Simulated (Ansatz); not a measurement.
# BH2Cl2OF: molecular dynamics (part 5 of 5)

BH2Cl2OF; RKS revPBE/def2-SVP (Ansatz 0.2.0). It belongs to a series of runs on one base structure; here: dynamics from the highest image of the converged band.

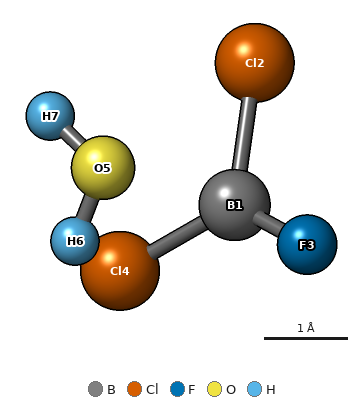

**Figure 1.** The geometry at step 178 of the log (ball-and-stick view, seen at a tilt; atoms are numbered from 1 in the order of the input).

Trajectory as extended XYZ, continued
```
7
Properties=species:S:1:pos:R:3:forces:R:3 step=156 time_fs=78.0 energy=-30503.36981 temperature=593.1
B    -0.0010    0.0650    0.2204    1.4911   0.6872  -0.7505
Cl   -0.1445    0.4417    1.9513    0.1539  -0.3818  -0.0282
F     1.2493    0.1718   -0.3701   -1.9214  -0.3917   0.7312
Cl   -1.4967    0.2052   -0.7464    0.2336  -0.1265  -0.1662
O    -0.0680   -2.4943    0.0201   -0.6787   0.2422   1.3341
H    -0.5800   -2.6117   -0.7898   -0.1164   0.0237  -0.7625
H    -0.8195   -2.5204    0.6776    0.8379  -0.0530  -0.3578
7
Properties=species:S:1:pos:R:3:forces:R:3 step=158 time_fs=79.0 energy=-30503.36771 temperature=590.1
B    -0.0063    0.0783    0.2092    1.6723   0.6108  -0.3053
Cl   -0.1448    0.4443    1.9523    0.1498  -0.3760  -0.1861
F     1.2484    0.1690   -0.3676   -1.8918  -0.3338   0.6348
Cl   -1.4941    0.2034   -0.7429    0.0297  -0.0853  -0.3335
O    -0.0678   -2.5013    0.0166   -0.4702   0.2216   1.3312
H    -0.5808   -2.5992   -0.7879   -0.1713  -0.0081  -1.1708
H    -0.8310   -2.5386    0.6485    0.6814  -0.0292   0.0298
7
Properties=species:S:1:pos:R:3:forces:R:3 step=160 time_fs=80.0 energy=-30503.36959 temperature=592.8
B    -0.0100    0.0922    0.1977    1.7954   0.5240   0.1567
Cl   -0.1451    0.4467    1.9532    0.1470  -0.3645  -0.3370
F     1.2466    0.1660   -0.3649   -1.8028  -0.2716   0.5149
Cl   -1.4914    0.2016   -0.7395   -0.1785  -0.0446  -0.5025
O    -0.0678   -2.5081    0.0139   -0.3165   0.1676   0.7110
H    -0.5830   -2.5867   -0.7969    0.0487   0.0246  -1.0511
H    -0.8360   -2.5570    0.6198    0.3067  -0.0355   0.5080
7
Properties=species:S:1:pos:R:3:forces:R:3 step=162 time_fs=81.0 energy=-30503.36849 temperature=591.0
B    -0.0122    0.1066    0.1863    1.8457   0.4285   0.6178
Cl   -0.1453    0.4491    1.9541    0.1459  -0.3462  -0.4742
F     1.2438    0.1628   -0.3618   -1.6508  -0.2072   0.3738
Cl   -1.4889    0.1998   -0.7362   -0.3804  -0.0056  -0.6651
O    -0.0680   -2.5148    0.0116   -0.2865   0.1220  -0.2384
H    -0.5846   -2.5739   -0.8157    0.4376   0.0736  -0.5109
H    -0.8382   -2.5759    0.5958   -0.1115  -0.0651   0.8969
7
Properties=species:S:1:pos:R:3:forces:R:3 step=164 time_fs=82.0 energy=-30503.36181 temperature=580.9
B    -0.0127    0.1213    0.1755    1.8077   0.3281   1.0621
Cl   -0.1455    0.4513    1.9548    0.1472  -0.3212  -0.5927
F     1.2403    0.1595   -0.3586   -1.4326  -0.1433   0.2138
Cl   -1.4864    0.1980   -0.7331   -0.5639   0.0306  -0.8125
O    -0.0684   -2.5215    0.0091   -0.4073   0.1035  -1.0218
H    -0.5821   -2.5605   -0.8394    0.7794   0.0936   0.1363
H    -0.8413   -2.5953    0.5803   -0.3306  -0.0913   1.0149
7
Properties=species:S:1:pos:R:3:forces:R:3 step=166 time_fs=83.0 energy=-30503.35898 temperature=576.6
B    -0.0116    0.1363    0.1657    1.6684   0.2277   1.4762
Cl   -0.1457    0.4535    1.9553    0.1513  -0.2898  -0.6896
F     1.2360    0.1562   -0.3553   -1.1469  -0.0829   0.0374
Cl   -1.4841    0.1962   -0.7302   -0.7172   0.0629  -0.9370
O    -0.0691   -2.5281    0.0061   -0.6667   0.0918  -1.3067
H    -0.5722   -2.5462   -0.8618    0.9254   0.0736   0.6222
H    -0.8474   -2.6156    0.5742   -0.2143  -0.0833   0.7974
7
Properties=species:S:1:pos:R:3:forces:R:3 step=168 time_fs=84.0 energy=-30503.36351 temperature=583.4
B    -0.0090    0.1515    0.1571    1.4211   0.1323   1.8495
Cl   -0.1458    0.4555    1.9557    0.1583  -0.2530  -0.7632
F     1.2311    0.1528   -0.3520   -0.7961  -0.0294  -0.1521
Cl   -1.4819    0.1944   -0.7276   -0.8307   0.0907  -1.0326
O    -0.0702   -2.5346    0.0022   -0.9283   0.0629  -1.0610
H    -0.5536   -2.5312   -0.8785    0.8347   0.0293   0.8049
H    -0.8554   -2.6366    0.5757    0.1410  -0.0329   0.3545
7
Properties=species:S:1:pos:R:3:forces:R:3 step=170 time_fs=85.0 energy=-30503.36771 temperature=589.7
B    -0.0052    0.1668    0.1502    1.0692   0.0457   2.1738
Cl   -0.1459    0.4576    1.9558    0.1680  -0.2116  -0.8129
F     1.2258    0.1494   -0.3487   -0.3885   0.0140  -0.3503
Cl   -1.4800    0.1927   -0.7253   -0.8990   0.1145  -1.0959
O    -0.0718   -2.5411   -0.0022   -0.9887   0.0115  -0.4299
H    -0.5272   -2.5159   -0.8877    0.5330  -0.0139   0.6356
H    -0.8620   -2.6580    0.5805    0.5059   0.0397  -0.1204
7
Properties=species:S:1:pos:R:3:forces:R:3 step=172 time_fs=86.0 energy=-30503.36214 temperature=581.0
B    -0.0004    0.1822    0.1453    0.6294  -0.0305   2.4417
Cl   -0.1460    0.4595    1.9558    0.1799  -0.1666  -0.8385
F     1.2203    0.1461   -0.3456    0.0594   0.0452  -0.5507
Cl   -1.4784    0.1909   -0.7233   -0.9214   0.1354  -1.1266
O    -0.0740   -2.5476   -0.0069   -0.7329  -0.0554   0.3841
H    -0.4957   -2.5007   -0.8909    0.0950  -0.0313   0.1592
H    -0.8639   -2.6790    0.5843    0.6905   0.1032  -0.4694
7
Properties=species:S:1:pos:R:3:forces:R:3 step=174 time_fs=87.0 energy=-30503.34421 temperature=553.5
B     0.0050    0.1976    0.1425    0.1335  -0.0974   2.6459
Cl   -0.1459    0.4614    1.9555    0.1931  -0.1184  -0.8395
F     1.2149    0.1427   -0.3428    0.5209   0.0634  -0.7437
Cl   -1.4769    0.1892   -0.7215   -0.9020   0.1554  -1.1269
O    -0.0766   -2.5541   -0.0113   -0.2026  -0.1173   1.0935
H    -0.4633   -2.4858   -0.8928   -0.3445  -0.0151  -0.4225
H    -0.8593   -2.6990    0.5837    0.6017   0.1294  -0.6067
7
Properties=species:S:1:pos:R:3:forces:R:3 step=176 time_fs=88.0 energy=-30503.32225 temperature=519.8
B     0.0105    0.2128    0.1420   -0.3730  -0.1588   2.7770
Cl   -0.1459    0.4633    1.9549    0.2064  -0.0675  -0.8153
F     1.2097    0.1394   -0.3404    0.9591   0.0704  -0.9167
Cl   -1.4758    0.1876   -0.7201   -0.8487   0.1767  -1.1011
O    -0.0794   -2.5607   -0.0152    0.4510  -0.1270   1.3171
H    -0.4342   -2.4711   -0.8985   -0.6214   0.0069  -0.7535
H    -0.8492   -2.7178    0.5775    0.2266   0.0993  -0.5074
7
Properties=species:S:1:pos:R:3:forces:R:3 step=178 time_fs=89.0 energy=-30503.30370 temperature=490.9
B     0.0156    0.2280    0.1441   -0.8358  -0.2209   2.8232
Cl   -0.1458    0.4651    1.9542    0.2185  -0.0141  -0.7643
F     1.2050    0.1361   -0.3384    1.3307   0.0708  -1.0545
Cl   -1.4748    0.1860   -0.7190   -0.7712   0.2007  -1.0543
O    -0.0819   -2.5674   -0.0182    1.0708  -0.0332   0.8429
H    -0.4108   -2.4563   -0.9111   -0.6595  -0.0161  -0.5691
H    -0.8370   -2.7357    0.5665   -0.3534   0.0128  -0.2239
7
Properties=species:S:1:pos:R:3:forces:R:3 step=180 time_fs=90.0 energy=-30503.28568 temperature=463.1
B     0.0200    0.2429    0.1486   -1.2014  -0.2915   2.7705
Cl   -0.1456    0.4670    1.9532    0.2281   0.0413  -0.6839
F     1.2010    0.1328   -0.3370    1.5926   0.0720  -1.1410
Cl   -1.4741    0.1844   -0.7182   -0.6784   0.2282  -0.9913
O    -0.0837   -2.5740   -0.0208    1.5141   0.1431  -0.0511
H    -0.3936   -2.4417   -0.9289   -0.5387  -0.1022   0.0213
H    -0.8282   -2.7535    0.5533   -0.9162  -0.0908   0.0754
7
Properties=species:S:1:pos:R:3:forces:R:3 step=182 time_fs=91.0 energy=-30503.27332 temperature=444.4
B     0.0233    0.2575    0.1557   -1.4280  -0.3781   2.6055
Cl   -0.1453    0.4689    1.9521    0.2339   0.0983  -0.5706
F     1.1978    0.1296   -0.3362    1.7119   0.0825  -1.1624
Cl   -1.4736    0.1829   -0.7176   -0.5782   0.2588  -0.9158
O    -0.0847   -2.5806   -0.0234    1.6072   0.2854  -0.7617
H    -0.3816   -2.4281   -0.9465   -0.3957  -0.2130   0.6482
H    -0.8280   -2.7721    0.5408   -1.1511  -0.1338   0.1569
7
Properties=species:S:1:pos:R:3:forces:R:3 step=184 time_fs=92.0 energy=-30503.28021 temperature=455.0
B     0.0254    0.2719    0.1650   -1.4946  -0.4866   2.3194
Cl   -0.1450    0.4707    1.9508    0.2349   0.1560  -0.4206
F     1.1954    0.1264   -0.3359    1.6747   0.1101  -1.1111
Cl   -1.4732    0.1815   -0.7173   -0.4759   0.2915  -0.8308
O    -0.0846   -2.5871   -0.0264    1.2727   0.2810  -0.8877
H    -0.3734   -2.4165   -0.9580   -0.3114  -0.2910   1.0063
H    -0.8384   -2.7920    0.5295   -0.9004  -0.0610  -0.0755
7
Properties=species:S:1:pos:R:3:forces:R:3 step=186 time_fs=93.0 energy=-30503.30348 temperature=490.6
B     0.0261    0.2858    0.1764   -1.4059  -0.6192   1.9121
Cl   -0.1447    0.4727    1.9494    0.2304   0.2137  -0.2300
F     1.1939    0.1233   -0.3362    1.4899   0.1596  -0.9879
Cl   -1.4729    0.1802   -0.7172   -0.3752   0.3251  -0.7385
O    -0.0839   -2.5933   -0.0299    0.6853   0.1191  -0.4640
H    -0.3682   -2.4077   -0.9602   -0.3019  -0.2957   0.9754
H    -0.8573   -2.8123    0.5175   -0.3226   0.0974  -0.4670
7
Properties=species:S:1:pos:R:3:forces:R:3 step=188 time_fs=94.0 energy=-30503.32743 temperature=527.4
B     0.0256    0.2991    0.1895   -1.1888  -0.7741   1.3937
Cl   -0.1442    0.4747    1.9479    0.2201   0.2706   0.0034
F     1.1932    0.1203   -0.3370    1.1871   0.2313  -0.8027
Cl   -1.4728    0.1789   -0.7173   -0.2785   0.3584  -0.6409
O    -0.0827   -2.5995   -0.0338    0.1388  -0.1296   0.2416
H    -0.3660   -2.4016   -0.9532   -0.3510  -0.2121   0.5775
H    -0.8793   -2.8318    0.5010    0.2723   0.2555  -0.7725
7
Properties=species:S:1:pos:R:3:forces:R:3 step=190 time_fs=95.0 energy=-30503.34168 temperature=549.4
B     0.0241    0.3117    0.2039   -0.8843  -0.9462   0.7838
Cl   -0.1437    0.4767    1.9465    0.2039   0.3260   0.2798
F     1.1930    0.1173   -0.3382    0.8089   0.3213  -0.5726
Cl   -1.4727    0.1778   -0.7176   -0.1874   0.3904  -0.5403
O    -0.0814   -2.6058   -0.0374   -0.1751  -0.3752   0.9351
H    -0.3671   -2.3975   -0.9408   -0.4179  -0.0562  -0.0429
H    -0.8988   -2.8488    0.4773    0.6519   0.3399  -0.8430
7
Properties=species:S:1:pos:R:3:forces:R:3 step=192 time_fs=96.0 energy=-30503.34516 temperature=554.8
B     0.0217    0.3235    0.2189   -0.5370  -1.1277   0.1091
Cl   -0.1432    0.4789    1.9451    0.1825   0.3793   0.5956
F     1.1933    0.1146   -0.3397    0.4001   0.4228  -0.3179
Cl   -1.4727    0.1767   -0.7180   -0.1032   0.4209  -0.4389
O    -0.0802   -2.6123   -0.0405   -0.2263  -0.5219   1.3108
H    -0.3722   -2.3940   -0.9289   -0.4269   0.1137  -0.6097
H    -0.9123   -2.8626    0.4456    0.7107   0.3129  -0.6490
7
Properties=species:S:1:pos:R:3:forces:R:3 step=194 time_fs=97.0 energy=-30503.33851 temperature=544.3
B     0.0189    0.3343    0.2341   -0.1870  -1.3093  -0.5980
Cl   -0.1426    0.4811    1.9438    0.1570   0.4295   0.9420
F     1.1937    0.1120   -0.3413    0.0006   0.5278  -0.0590
Cl   -1.4727    0.1758   -0.7185   -0.0270   0.4496  -0.3398
O    -0.0792   -2.6191   -0.0429   -0.0922  -0.4826   1.1199
H    -0.3813   -2.3894   -0.9225   -0.2915   0.2147  -0.8210
H    -0.9191   -2.8736    0.4079    0.4401   0.1704  -0.2442
7
Properties=species:S:1:pos:R:3:forces:R:3 step=196 time_fs=98.0 energy=-30503.31369 temperature=505.7
B     0.0159    0.3439    0.2487    0.1347  -1.4817  -1.3013
Cl   -0.1420    0.4835    1.9429    0.1292   0.4756   1.3036
F     1.1942    0.1097   -0.3430   -0.3600   0.6284   0.1861
Cl   -1.4727    0.1750   -0.7192    0.0404   0.4760  -0.2456
O    -0.0782   -2.6262   -0.0446    0.1022  -0.2497   0.3970
H    -0.3931   -2.3828   -0.9237    0.0056   0.2016  -0.5866
H    -0.9219   -2.8829    0.3679   -0.0521  -0.0502   0.2468
7
Properties=species:S:1:pos:R:3:forces:R:3 step=198 time_fs=99.0 energy=-30503.26410 temperature=429.4
B     0.0130    0.3523    0.2621    0.4069  -1.6358  -1.9619
Cl   -0.1413    0.4860    1.9422    0.1014   0.5162   1.6583
F     1.1944    0.1078   -0.3446   -0.6623   0.7177   0.4034
Cl   -1.4727    0.1743   -0.7199    0.0986   0.4996  -0.1590
O    -0.0771   -2.6335   -0.0460    0.1863   0.0553  -0.4820
H    -0.4048   -2.3744   -0.9304    0.3735   0.1061  -0.1046
H    -0.9252   -2.8927    0.3302   -0.5043  -0.2591   0.6459
7
Properties=species:S:1:pos:R:3:forces:R:3 step=200 time_fs=100.0 energy=-30503.20459 temperature=337.9
B     0.0105    0.3591    0.2738    0.6170  -1.7638  -2.5399
Cl   -0.1406    0.4887    1.9421    0.0760   0.5501   1.9786
F     1.1944    0.1062   -0.3460   -0.8960   0.7906   0.5831
Cl   -1.4726    0.1738   -0.7207    0.1476   0.5193  -0.0826
O    -0.0760   -2.6407   -0.0477   -0.0214   0.2550  -1.0913
H    -0.4130   -2.3649   -0.9381    0.6828  -0.0019   0.3435
H    -0.9330   -2.9049    0.2986   -0.6059  -0.3493   0.8086
```

The run was set up as follows.

Input file
```yaml
crystal:
  periodic: [false, false, false]
  atoms:
    - { symbol: B, position_ang: [-0.02123, -0.318267, -0.088297] }
    - { symbol: Cl, position_ang: [-0.109885, 0.178195, 2.091685] }
    - { symbol: F, position_ang: [1.169429, 0.117766, -0.506716] }
    - { symbol: Cl, position_ang: [-1.513437, 0.234812, -0.916488] }
    - { symbol: O, position_ang: [-0.026144, -1.761088, 0.346723] }
    - { symbol: H, position_ang: [-0.894691, -2.160443, 0.132526] }
    - { symbol: H, position_ang: [-0.075543, -1.252175, 1.504569] }
basis:
  gaussian: { orbitals: def2-SVP }
hamiltonian:
  xc: revpbe
md:
  timestep: 0.5
  n_steps: 200
  ensemble: nve
  temperature: 300.0
  initial_velocities: maxwell_boltzmann
  seed: 7834
```

Launch command:
```bash
ansatz run input.yaml --threads 2 --pin off --max-ram 3072MiB --backend cpu --events-out ev --progress --plain --runs-dir out
```

Key numbers

- outcome: finished
- mean temperature over the second half: 548 K
- trajectory: 200 steps, 100 fs
- ensemble: nve
- temperature in the input: 300.0 K
- time step: 0.5 fs
- potential energy (last step): −30503.2046 eV
- mean-field energy (last step): −30503.2046 eV
- largest force (length of the vector) (last step): 3.153 eV/Å
- hardware: 2 threads of Arm Neoverse V1, 24 GiB of memory available, shared host
- wall time: 3.9 min (CPU time 7.6 min)
- peak memory: 0.13 GiB

Remarks

So short a trajectory is not equilibrated.
